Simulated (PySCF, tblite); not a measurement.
# C21H18O4S: electronic excitations, NMR shifts, part 2 of 2

tblite 0.8.0 and PySCF 2.14.0. Atoms count from 0.

## (4) NMR shifts: GIAO KT3/pcSseg-1

The job: settings as JSON, then the geometry in Å.

```
{"job": {"kind": "nmr", "xc": "KT3", "basis": "pcSseg-1", "pop": false}, "charge": 0, "multiplicity": 1}
C      6.088154    -1.209178     1.774359
C      4.896955    -0.692285     1.028885
C      4.878316     0.610362     0.539745
C      3.796316     1.077400    -0.185395
C      2.728427     0.233607    -0.416583
S      1.365861     0.849379    -1.373271
O      1.808745     1.967840    -2.146090
O      0.675960    -0.200932    -2.070065
O      0.373223     1.399094    -0.214686
C     -0.977397     0.990336    -0.372967
C     -1.032461    -0.543611    -0.347636
O     -0.297337    -1.174269     0.377052
C     -2.058979    -1.174425    -1.201044
C     -1.754096    -2.391326    -1.806596
C     -2.678135    -3.013340    -2.624694
C     -3.924928    -2.441558    -2.820034
C     -4.243230    -1.244370    -2.198242
C     -3.312954    -0.602172    -1.401870
C     -1.790473     1.559910     0.763501
C     -1.573325     1.117234     2.062179
C     -2.318534     1.637922     3.105151
C     -3.279078     2.605103     2.860297
C     -3.490847     3.055173     1.568056
C     -2.748526     2.535907     0.521653
C      2.712716    -1.058166     0.068128
C      3.800357    -1.516395     0.791504
H      5.785894    -1.888505     2.567247
H      6.662537    -0.393948     2.205610
H      6.739087    -1.756879     1.092643
H      5.719338     1.261302     0.726514
H      3.764707     2.077913    -0.585524
H     -1.343129     1.357026    -1.339669
H     -0.776685    -2.817382    -1.645105
H     -2.430322    -3.948888    -3.104747
H     -4.650287    -2.928633    -3.455403
H     -5.221946    -0.809789    -2.337563
H     -3.570860     0.323676    -0.909907
H     -0.820037     0.366212     2.244317
H     -2.152896     1.285880     4.112631
H     -3.857599     3.009475     3.677558
H     -4.233075     3.814690     1.372220
H     -2.908518     2.893064    -0.485888
H      1.851376    -1.679965    -0.112046
H      3.800988    -2.526098     1.174956
```

With the program's defaults for keys left out, this is: GIAO KT3/pcSseg-1 NMR shielding, non-relativistic, gas phase.

Output:

```text
start: PBE on a coarse grid of 37646 points
cycle   1  E = -1507.5966787936  dE =  5.001e+00  |g| = 1.725e+00  |ddm| = 7.278e+00
cycle   2  E = -1505.0374913444  dE =  2.559e+00  |g| = 3.979e+00  |ddm| = 6.543e+00
cycle   3  E = -1508.0178723656  dE = -2.980e+00  |g| = 8.368e-01  |ddm| = 5.656e+00
cycle   4  E = -1508.1641197345  dE = -1.462e-01  |g| = 2.970e-01  |ddm| = 1.207e+00
cycle   5  E = -1508.1762128372  dE = -1.209e-02  |g| = 1.604e-01  |ddm| = 3.905e-01
cycle   6  E = -1508.1815930125  dE = -5.380e-03  |g| = 5.262e-02  |ddm| = 2.029e-01
cycle   7  E = -1508.1821686400  dE = -5.756e-04  |g| = 2.031e-02  |ddm| = 6.938e-02
cycle   8  E = -1508.1822549448  dE = -8.630e-05  |g| = 6.225e-03  |ddm| = 2.605e-02
final grid: 346381 points
cycle   9  E = -1530.1406304915  dE = -5.737e-02  |g| = 2.544e-01  |ddm| = 1.311e+00
cycle  10  E = -1530.0951451819  dE =  4.549e-02  |g| = 5.337e-01  |ddm| = 7.847e-01
cycle  11  E = -1530.1473807449  dE = -5.224e-02  |g| = 1.274e-01  |ddm| = 6.411e-01
cycle  12  E = -1530.1501928354  dE = -2.812e-03  |g| = 4.934e-02  |ddm| = 1.763e-01
cycle  13  E = -1530.1506671480  dE = -4.743e-04  |g| = 1.093e-02  |ddm| = 5.928e-02
cycle  14  E = -1530.1506964639  dE = -2.932e-05  |g| = 3.887e-03  |ddm| = 1.667e-02
cycle  15  E = -1530.1507007998  dE = -4.336e-06  |g| = 1.329e-03  |ddm| = 5.884e-03
cycle  16  E = -1530.1506996825  dE =  1.117e-06  |g| = 4.644e-04  |ddm| = 1.850e-03
cycle  17  E = -1530.1506997060  dE = -2.355e-08  |g| = 1.454e-04  |ddm| = 6.291e-04
cycle  18  E = -1530.1507022573  dE = -2.551e-06  |g| = 6.249e-05  |ddm| = 2.141e-04
converged SCF energy = -1530.1507022573

GIAO shielding tensors (ppm)
atom      isotropic    diamagn.    paramagn.     s11        s22        s33       span
  0 C      160.468     240.600     -80.131    140.171    153.960    187.274     47.103
  1 C       47.739     265.745    -218.006    -43.762     14.022    172.959    216.721
  2 C       62.763     251.021    -188.259    -28.278     58.126    158.441    186.718
  3 C       62.921     245.034    -182.113    -27.594     44.023    172.333    199.927
  4 C       52.138     269.012    -216.874    -12.872     43.177    126.108    138.980
  5 S      220.303    1060.774    -840.472     69.897    200.039    390.972    321.076
  6 O      105.767     399.056    -293.289     65.404     98.524    153.372     87.967
  7 O       88.547     413.000    -324.453     55.492     72.171    137.978     82.486
  8 O       89.149     414.679    -325.530    -16.697     29.177    254.968    271.665
  9 C      102.082     257.272    -155.190     88.027     99.511    118.709     30.682
 10 C       -9.993     258.478    -268.471    -85.642    -36.123     91.786    177.428
 11 O     -209.876     413.615    -623.492   -696.166   -280.913    347.451   1043.617
 12 C       51.347     265.834    -214.487    -26.919     24.368    156.592    183.511
 13 C       60.396     246.864    -186.468    -35.753     42.257    174.683    210.436
 14 C       62.362     252.780    -190.418    -37.272     51.570    172.787    210.059
 15 C       59.674     251.370    -191.695    -40.778     47.323    172.477    213.255
 16 C       64.276     251.012    -186.736    -34.713     53.773    173.769    208.482
 17 C       64.745     251.726    -186.981    -24.721     45.194    173.761    198.482
 18 C       57.915     263.410    -205.495    -31.735     40.549    164.930    196.665
 19 C       59.605     251.564    -191.958    -39.508     40.102    178.222    217.731
 20 C       61.767     253.453    -191.686    -38.604     51.027    172.880    211.484
 21 C       61.178     252.388    -191.210    -38.444     49.039    172.939    211.384
 22 C       61.982     252.595    -190.613    -37.114     51.390    171.668    208.783
 23 C       59.803     249.582    -189.779    -36.224     56.114    159.520    195.744
 24 C       61.985     254.976    -192.991    -25.048     34.148    176.856    201.904
 25 C       61.886     256.174    -194.288    -31.253     55.714    161.196    192.449
 26 H       29.233      26.709       2.524     24.421     28.805     34.474     10.053
 27 H       29.481      24.433       5.048     24.669     28.962     34.813     10.144
 28 H       28.977      21.335       7.641     25.425     26.383     35.123      9.697
 29 H       24.502      31.955      -7.452     20.611     24.680     28.216      7.606
 30 H       24.000      34.000     -10.000     19.250     23.111     29.639     10.389
 31 H       25.478      42.561     -17.083     22.153     23.529     30.752      8.599
 32 H       23.785      37.001     -13.216     19.813     22.719     28.823      9.010
 33 H       24.253      29.790      -5.537     20.613     24.808     27.337      6.724
 34 H       24.336      26.613      -2.277     20.920     25.444     26.644      5.724
 35 H       24.562      29.208      -4.646     20.553     24.936     28.198      7.646
 36 H       24.339      37.749     -13.410     17.660     24.084     31.275     13.615
 37 H       23.822      38.760     -14.938     18.243     23.010     30.213     11.970
 38 H       24.415      32.128      -7.713     20.557     24.674     28.013      7.456
 39 H       24.370      27.820      -3.449     20.971     25.644     26.496      5.525
 40 H       24.266      28.477      -4.211     20.812     24.817     27.169      6.357
 41 H       24.142      36.198     -12.056     21.123     22.202     29.100      7.977
 42 H       23.457      39.177     -15.720     18.637     22.790     28.945     10.308
 43 H       24.253      36.821     -12.567     20.371     23.675     28.714      8.343
```

Wall time 70 s (2 threads of Arm Neoverse N1, shared host); peak memory 1.1 GiB.

The references, computed at this level on geometries of the same kind, shield at (ppm): ¹H TMS 31.76, ¹³C TMS 184.7, ¹⁷O H2O 330.8. Their shielding less the atom's gives the shift. The references are single molecules in the gas phase, so shifts against H2O, NH3, PH3, H3PO4 or CFCl3 are not on the usual liquid scales and can be off by tens of ppm. Atoms listed in one row are averaged.

```
        atoms                                         environment  σ (ppm)  δ (ppm)
          C10                              ketone carbonyl carbon    -10.0    194.7
           C1                         substituted aromatic carbon     47.7    137.0
          C12                         substituted aromatic carbon     51.3    133.4
           C4                      aromatic carbon bearing sulfur     52.1    132.6
          C18                         substituted aromatic carbon     57.9    126.8
          C15                                         aromatic CH     59.7    125.0
     C19, C23                                         aromatic CH     59.7    125.0
          C21                                         aromatic CH     61.2    123.5
     C20, C22                                         aromatic CH     61.9    122.8
      C2, C25                                         aromatic CH     62.3    122.4
      C3, C24                                         aromatic CH     62.5    122.3
     C13, C17                                         aromatic CH     62.6    122.2
     C14, C16                                         aromatic CH     63.3    121.4
           C9                 sp3 CH bonded to O, α to a carbonyl    102.1     82.6
           C0                   methyl carbon on an aromatic ring    160.5     24.3
     H30, H42                          hydrogen on an aromatic CH    23.73     8.03
     H37, H41                          hydrogen on an aromatic CH    23.98     7.78
     H32, H36                          hydrogen on an aromatic CH    24.06     7.70
          H34                          hydrogen on an aromatic CH    24.34     7.42
     H38, H40                          hydrogen on an aromatic CH    24.34     7.42
          H39                          hydrogen on an aromatic CH    24.37     7.39
     H29, H43                          hydrogen on an aromatic CH    24.38     7.38
     H33, H35                          hydrogen on an aromatic CH    24.41     7.35
          H31  hydrogen on an sp3 CH bonded to O, α to a carbonyl    25.48     6.28
H26, H27, H28     hydrogen on a methyl carbon on an aromatic ring    29.23     2.53
           S5                                     sulfonyl sulfur      220        –
          O11                                       ketone oxygen   -209.9    540.7
           O7                                          S=O oxygen     88.5    242.2
           O8                               oxygen bonded to C, S     89.1    241.6
           O6                                          S=O oxygen    105.8    225.0
```

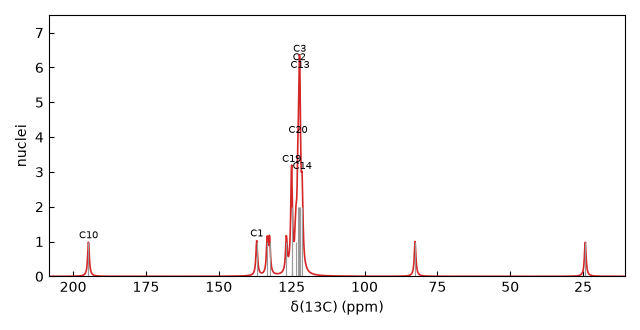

¹³C lines at the computed shifts, without couplings. Lines are broadened to a width of 0.68 ppm (Lorentzian).

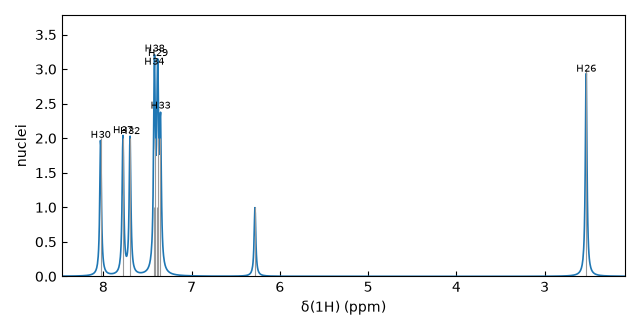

¹H lines at the computed shifts, without couplings. Lines are broadened to a width of 0.02 ppm (Lorentzian).

Ring of atoms C1, C2, C3, C4, C24, C25: NICS(0) -9.1, NICS(1) -10.8, NICS(1)zz -26.0 ppm (means of both faces).

Ring of atoms C12, C13, C14, C15, C16, C17: NICS(0) -8.6, NICS(1) -10.8, NICS(1)zz -26.3 ppm (means of both faces).

Ring of atoms C18, C19, C20, C21, C22, C23: NICS(0) -8.3, NICS(1) -10.7, NICS(1)zz -27.1 ppm (means of both faces).

## (5) Summary of results

This closing draws on all 2 parts.

```
                                                              quantity                                                                                                         value
                                   lowest singlet (CAM-B3LYP/def2-SVP)                                                                                   4.22 eV (293 nm), f = 0.008
                              brightest single state of those computed                                                                                   state 5, 5.65 eV, f = 0.295
                                                        lowest triplet                                                                                                       3.68 eV
¹³C shifts against TMS (KT3/pcSseg-1, means over atoms taken as alike)  194.7, 137.0, 133.4, 132.6, 126.8, 125.0, 125.0, 123.5, 122.8, 122.4, 122.3, 122.2, 121.4, 82.6 ppm and more
 ¹H shifts against TMS (KT3/pcSseg-1, means over atoms taken as alike)                                                8.03, 7.78, 7.70, 7.42, 7.42, 7.39, 7.38, 7.35, 6.28, 2.53 ppm
                                 ¹⁷O shifts against H2O (KT3/pcSseg-1)                                                                                540.7, 242.2, 241.6, 225.0 ppm
                                        shieldings of S (KT3/pcSseg-1)                                                                                                  S5 220.3 ppm
```

The first singlet state (HOMO→LUMO 0.52, HOMO−6→LUMO 0.30) lies at 4.22 eV and is weak; of the 6 states computed, the strongest absorption comes from state 5 at 5.65 eV (the last state computed is bright too, and its partners may lie past the list). The lowest triplet lies 0.55 eV below the lowest singlet. The most deshielded carbon is C10 (ketone carbonyl carbon), at 194.7 ppm: the double bond to the heteroatom, with no lone-pair donor beside it, deshields it most. At KT3/pcSseg-1: Shielding is most anisotropic at O11 (span 1044 ppm, paramagnetic term -623 ppm). NICS(1)zz of -26 ppm above the planar ring from C1 marks a diatropic (aromatic) ring current. NICS(1)zz of -26 ppm above the planar ring from C12 marks a diatropic (aromatic) ring current. NICS(1)zz of -27 ppm above the planar ring from C18 marks a diatropic (aromatic) ring current.
